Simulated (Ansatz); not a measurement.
How methods differ on CH6ClInSi (SMILES [CH3][In]([SiH3])[Cl])

CH6ClInSi: 10 atoms, total charge 0, spin state singlet. As SMILES, `[CH3][In]([SiH3])[Cl]`. Geometry: relaxed at PBE0-D4/def2-TZVP.

Quantity: the HOMO–LUMO gap, in eV. The values are calculated.

| level | kind | program | value (eV) | CPU time |
| --- | --- | --- | --- | --- |
| HF/def2-SVP (core potential) | Hartree–Fock | Ansatz | 10.71 | 3.1 s |
| BLYP/def2-SVP (core potential) | GGA | Ansatz | 3.66 | 5.9 s |
| revPBE/def2-SVP (core potential) | GGA | Ansatz | 3.83 | 5.8 s |
| r2SCAN/def2-SVP (core potential) | meta-GGA | Ansatz | 4.21 | 11 s |
| B3LYP/def2-SVP (core potential) | global hybrid | Ansatz | 5.13 | 6.8 s |
| PBE0/def2-SVP (core potential) | global hybrid | Ansatz | 5.61 | 6.9 s |
| CAM-B3LYP/def2-SVP (core potential) | range-separated hybrid | Ansatz | 7.69 | 7.5 s |
| wB97X/def2-SVP (core potential) | range-separated hybrid | Ansatz | 9.59 | 22 s |

The values span 3.66 to 10.71 eV. Orbital gaps aren't excitation energies; they tend to grow with the share of exact exchange. Times are those of the runs behind each value, whatever else they computed, on shared processors of several kinds: orders of magnitude only.

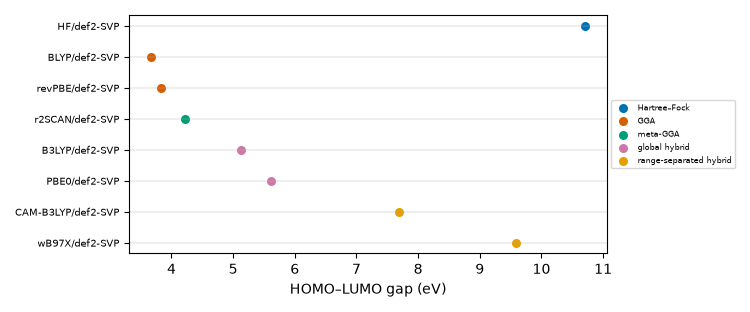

The values of the table, level by level.
